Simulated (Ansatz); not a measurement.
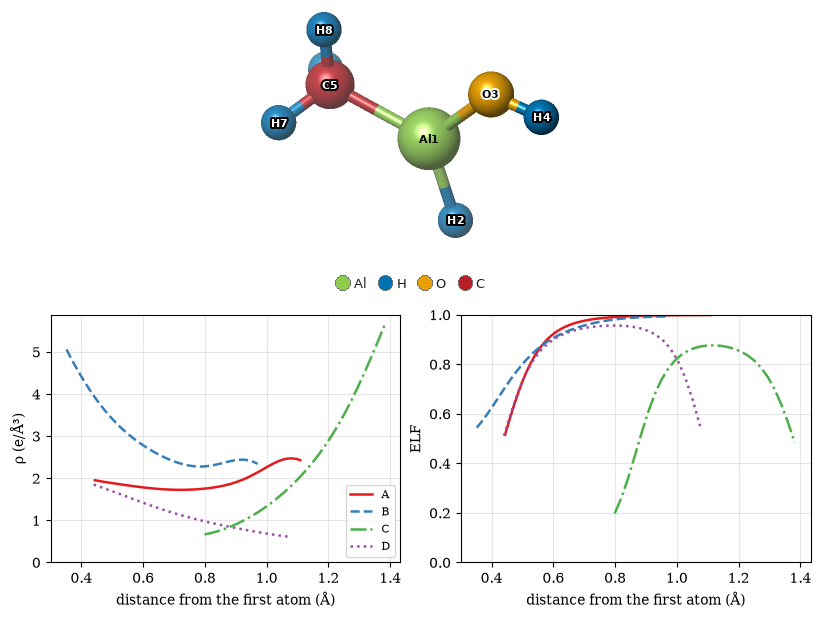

The picture shows: CH$_{5}$AlO. Total electron density and electron localisation function along straight lines between neighbouring atoms. The curves leave out the atomic cores. The structure is drawn too.

Level of theory: RKS PBE/def2-SVP (Ansatz 0.2.0).

```xyz
8

Al   -0.0412   -0.1709   -0.0798
H     0.1437   -0.1541    1.5143
O     1.3558   -0.3768   -1.0733
H     2.2444   -0.4832   -0.6983
C    -1.7561    0.0278   -0.9981
H    -2.4608   -0.7810   -0.7074
H    -2.2501    0.9857   -0.7275
H    -1.6395    0.0006   -2.1005
```

> Which curve belongs to which contact (Al–O, C–Al, C–H and O–H)? The first atom named is at distance zero.

Curve A: C–H (1.11 Å): the density is about 1.8 e/Å³ at the midpoint; the ELF climbs to about 1 towards the hydrogen, as it does in any bond to H (an ordinary covalent bond to hydrogen). Curve B: O–H (0.97 Å): the density is about 3.5 e/Å³ at the midpoint; the ELF climbs to about 1 towards the hydrogen: an ordinary covalent bond to hydrogen. Curve C: Al–O (1.73 Å): ρ at the midpoint is about 0.8 e/Å³; the ELF peaks at about 0.90 in the valence shell of O, 0.6 Å from its nucleus, and is about 0.45 at the midpoint. Curve D: C–Al (1.96 Å): ρ at the midpoint is about 0.71 e/Å³; the ELF peaks at about 0.95 between the atoms, as expected for a shared but strongly polarised pair.
